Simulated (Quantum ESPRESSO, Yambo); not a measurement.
# Quasiparticle gap of CdS (Hawleyite) in Yambo, part 3 of 3

How does a plane-wave GW calculation on CdS (Hawleyite) run from the first input to the gap?

Quantum ESPRESSO 7.5 and Yambo 5.3.0; PBE and many-body steps on it, plane waves. Known limits of the many-body steps: not at the basis limit; no spin-orbit coupling; coarse k mesh.

So far. Step 3 (Bands along the symmetry lines): The gap is 1.145 eV, as in the run before at this level. Step 4 (Empty states on the mesh, 4×4×4 mesh, 142 bands): On this mesh the gap is 1.145 eV.

## Step 6: Screening and self-energy, 4×4×4 mesh, 142 bands, screening to 142.9 eV

G0W0 replaces the xc potential by the self-energy, built once from these orbitals. Only a window of levels is corrected, while the sums run over the empty bands that the input names.

This step: G0W0 on PBE, plane waves, norm-conserving pseudopotentials.

gw1.in reads:

```
HF_and_locXC
gw0
dyson
ppa
em1d
rim_cut
RandQpts= 1000000
RandGvec= 1 RL
EXXRLvcs= 94 Ry
VXCRLvcs= 376 Ry
Chimod= "HARTREE"
% BndsRnXp
 1 | 142 |
%
NGsBlkXp= 10.5 Ry
% LongDrXp
 1 | 1 | 1 |
%
% GbndRnge
 1 | 142 |
%
DysSolver= "n"
ExtendOut
PPAPntXp= 27.21138 eV
% QPkrange
 1 | 1 | 12 | 15 |
%
```

The run is started by

```console
$ OMP_NUM_THREADS=1 mpirun -n 4 yambo -F gw1.in -J gw1 -C gw1 > gw1.log
```

What it wrote:

```text
 Yambo, version 5.3.0

 [02] CORE Variables Setup
 =========================

  [... cell, symmetries and grids as in the set-up ...]

  [02.05] Energies & Occupations
  ==============================

  [X] === General ===
  [X] Electronic Temperature                        :  0.000000  0.000000 [eV K]
  [X] Bosonic    Temperature                        :  0.000000  0.000000 [eV K]
  [X] Finite Temperature mode                       : no
  [X] El. density                                   :  0.52403E+24 [cm-3]
  [X] Fermi Level                                   :  6.982057 [eV]

  [X] === Gaps and Widths ===
  [X] Conduction Band Min                           :  1.144724 [eV]
  [X] Valence Band Max                              :  0.000000 [eV]
  [X] Filled Bands                                  :  13
  [X] Empty Bands                                   :   14  142
  [X] Direct Gap                                    :  1.144724 [eV]
  [X] Direct Gap localized at k                     :  1
  [X] Indirect Gap                                  :  1.144724 [eV]
  [X] Indirect Gap between kpts                     :  1  1
  [X] Last valence band width                       :  2.183510 [eV]
  [X] 1st conduction band width                     :  4.279643 [eV]

 [03] Transferred momenta grid and indexing
 ==========================================

 IBZ Q-points                                      :   8
 BZ  Q-points                                      :   64

 K/Q-points units:
 rlu = crystal or reduced units; cc = cartesian coordinates; iku = interal k-units

 Q [1]          [rlu]:  0.000000  0.000000  0.000000
 Q [2]          [rlu]: -0.40681E-17 -0.40681E-17  0.25000
 Q [3]          [rlu]:  0.81362E-17  0.81362E-17 -0.50000
 Q [4]          [rlu]: -0.62139E-17  0.25000      0.25000
 Q [5]          [rlu]: -0.38278E-17  0.25000      0.50000
 Q [6]          [rlu]:  0.81362E-17  0.25000     -0.25000
 Q [7]          [rlu]:  0.12428E-16 -0.50000     -0.50000
 Q [8]          [rlu]:  0.250000 -0.500000 -0.250000

 [04] Coloumb potential Random Integration (RIM)
 ===============================================

  [04.01] RIM initialization
  ==========================

  * Diagonal components only detected *

  8 x (sBL volume)        :  0.092606 [a.u.]
  sBZ random points       :  1000000
  Points outside the sBZ  :   7987327
  RL volume               :  0.740845 [a.u.]
  Integrated volume       :  0.742020 [a.u.]

  [04.02] RIM integrals
  =====================

  Gamma point sphere radius             :  0.082066 [a.u.]
  Points outside the sphere             :   799513
  [Int_sBZ(q=0) 1/q^2]*(Vol_sBZ)^(-1/3) =:  7.764325
                                 should be <:  7.795600

  Summary of Coulomb integrals for non-metallic bands |Q|[au] RIM/Bare

  Q [1] 0.100000E-4 0.995988 * Q [2] 0.246825 1.065884
  Q [4] 0.285009 1.064810 * Q [6] 0.403064 1.027704
  Q [5] 0.472634 1.020409 * Q [3] 0.493651 1.018308
  Q [7] 0.570019 1.014905 * Q [8] 0.637300 1.011860

 [05] Dipoles
 ============

  [05.01] Setup: observables and procedures
  =========================================

 [06] Dynamic Dielectric Matrix (PPA)
 ====================================

 [WR./gw1//ndb.pp]---------------------------------------------------------------
  Brillouin Zone Q/K grids (IBZ/BZ)                :    8   64    8   64
  RL vectors                                       :   6183 [WF]
  Coulomb cutoff potential                         : none
  Electronic Temperature                           :  0.000000 [K]
  Bosonic    Temperature                           :  0.000000 [K]
  PPA    diel. fun.  energies                      : Perdew, Burke & Ernzerhof(X)+Perdew, Burke & Ernzerhof(C)
  wavefunctions                                    : Perdew, Burke & Ernzerhof(X)+Perdew, Burke & Ernzerhof(C)
  Global Gauge                                     : length
  X matrix size                                    :  181
  X band range                                     :    1  142
  X e/h energy range                               : -1.000000 -1.000000 [eV]
  X Time ordering                                  : R
  X Hxc Kernel                                     : HARTREE
  X Drude frequency                                :  0.000000  0.000000
  X poles                                          :  100.0000 [o/o]
  RL vectors in the sum                            :   6183
  [r,Vnl] included                                 : yes
  Field direction                                  :  0.577350E-5  0.577350E-5  0.577350E-5
  BZ energy Double Grid                            : no
  BZ energy DbGd points                            : 0
  BZ Q point size factor                           : -1.000000
  X Optical Averaged directions                    : none

 [07] Local Exchange-Correlation + Non-Local Fock
 ================================================

 [VXC] Plane waves :   41151
 [EXS] Plane waves :   5161

 QP @ state[ 1 ] K range:  1  1
 QP @ state[ 1 ] b range:  12  15

 [xc] Functional : Perdew, Burke & Ernzerhof(X)+Perdew, Burke & Ernzerhof(C)
 [xc] LIBXC used to calculate xc functional
  PP Number of Atomic Species                      :  2
  NLCC RL compoments                               :   41151
  PP Number of Atomic Species                      :  2
  NLCC RL compoments                               :   41151

 [xc] E_xc :  -17.59455 [Ha]
      E_xc :  -35.18910 [Ry]

  Local XC kind (lXC) : Perdew, Burke & Ernzerhof(X)+Perdew, Burke & Ernzerhof(C)
  Non-Local XC kind (nlXC) : Hartree-Fock

  Corrections @ K [1] :  [eV]
 <12|nlXC|12> = -18.34339 -0.46991E-17 <12|lXC|12> = -15.38909 -0.94408E-16
 <13|nlXC|13> = -18.34331  0.79125E-17 <13|lXC|13> = -15.38909  0.47204E-16
 <14|nlXC|14> = -6.737015  0.54830E-17 <14|lXC|14> = -10.63635  0.94408E-16
 <15|nlXC|15> = -5.838194  0.95457E-20 <15|lXC|15> = -10.64223  0.28323E-15

 [08] Dyson equation: Newton solver
 ==================================

  [08.01] G0W0 (W PPA)
  ====================

  [  GW  ] Bands range     :    1  142
  [GW/PPA] G damping       :  0.100000 [eV]

  QP @ state[ 1 ] K range:  1  1
  QP @ state[ 1 ] b range:  12  15

   Sc/G bands                                       :    1  142
   Sc/G damping                                     :  0.100000 ev
   Sc bands terminator                              : no
   Sx RL components                                 :   5161

   QP @ state[ 1 ] K range                          :  1  1
   QP @ state[ 1 ] b range                          :  12  15
   GF energies kind                                 : Perdew, Burke & Ernzerhof(X)+Perdew, Burke & Ernzerhof(C)
   GF WF`s kind                                     : Perdew, Burke & Ernzerhof(X)+Perdew, Burke & Ernzerhof(C)
   Xs energies kind                                 : Perdew, Burke & Ernzerhof(X)+Perdew, Burke & Ernzerhof(C)
   Xs WF`s kind                                     : Perdew, Burke & Ernzerhof(X)+Perdew, Burke & Ernzerhof(C)

 [11] Game Over & Game summary
```

Wall time 72 s (4 MPI ranks of Arm Neoverse V1, shared host); peak memory 1.8 GiB; 4.7 min of CPU time.

This step gave:

- G0W0 gap on the points computed: 2.136 eV
- starting gap on the mesh: 1.145 eV
- k of the valence top: 0, 0, 0
- k of the conduction bottom: 0, 0, 0
- least direct G0W0 gap on the computed points: 2.136 eV
- Z at the valence top: 0.7869
- Z at the conduction bottom: 0.8161

The gap on the mesh goes from 1.14 eV to 2.14 eV, a correction of +0.99 eV.

Limits: finite bands, cutoff and mesh; no spin-orbit coupling; coarse k mesh. v1 is the top filled band, c1 the lowest empty one. The levels before and after the correction (eV, zero at the valence-band top of each column):

```
           conduction bottom  valence top
Kohn-Sham               1.14         0.00
     G0W0               2.14         0.00
```

```
             level  energy (eV)
Kohn-Sham  Γ v2-v1        0.000
Kohn-Sham     Γ c1        1.145
Kohn-Sham     Γ c2        6.531
     G0W0  Γ v2-v1        0.000
     G0W0     Γ c1        2.136
     G0W0     Γ c2        7.748
```

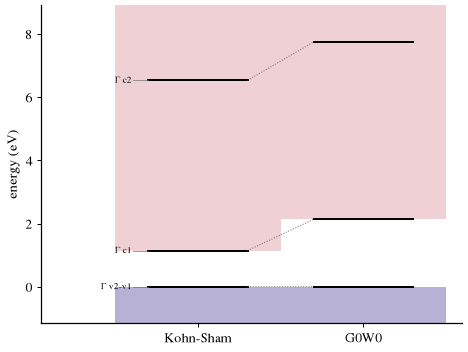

Levels before and after the correction. Shaded: valence and conduction bands.

## Step 7: Where the time went

Times are wall times on the hardware named with each run, good to a factor of about two.

```
                          step   time  share  memory (GiB)
                  ground state    9 s    8 %          0.29
bands along the symmetry lines  7.8 s    7 %          0.25
      empty states on the mesh   15 s   14 %          0.46
         conversion and set-up  2.9 s    3 %          0.25
     screening and self-energy   72 s   67 %           1.8
```

## Step 8: Summary of results

```json
{"PBE gap": "1.14 eV, direct", "G0W0 gap on the mesh": "2.14 eV", "GW settings": "4×4×4 mesh, 142 bands, screening to 142.9 eV, Godby-Needs plasmon pole", "known limits": "not at the basis limit; no spin-orbit coupling; coarse k mesh"}
```

**Reading.** G0W0 moves the gap on the mesh from 1.14 eV to 2.14 eV (+0.99 eV), with Z of 0.79 and 0.82 at the edges. Only 1 of the mesh's irreducible points was corrected, so a valley elsewhere could overtake. The dearest step here is «screening and self-energy». Against experiment, by G0W0@PBE: the gap of 2.14 eV lies −0.28 eV from the measured 2.42 eV (optical, 1995). An exciton line or allowed optical edge lies below the quasiparticle gap by the binding energy; a forbidden edge can push the onset above it. The calculation has static nuclei and no excitons; a measured gap holds zero-point and thermal motion, which mostly lowers it. Bands and cutoff are finite, so the gap is not at the basis limit. The miss can reach some tenths of an eV and take either sign; the mesh is an error of its own. In the G0W0 run levels were corrected at 1 k point alone, so a gap called «on the mesh» is the least over those, and an edge elsewhere would be missed. The 4×4×4 mesh is coarse for this cell, which bears on the long-range parts of exchange and screening. The many-body steps are scalar-relativistic: spin-orbit coupling is not in them.

[Paths, hosts, dates, memory and timing lines, banners, echoed tables and standing remarks are left out of the program output.]

[Logs are printed without paths, hosts, clocks, repeated set-up lines and the standing remarks that a program may print on its own settings, such as how far it seeks lower states.]

[Runs of the session that timed out or met a known fault of the program may be left out.]

[Hosts, paths, dates, database ids (printed as entryN), source tags and the programs' standing remarks are cut or masked in the printed files.]
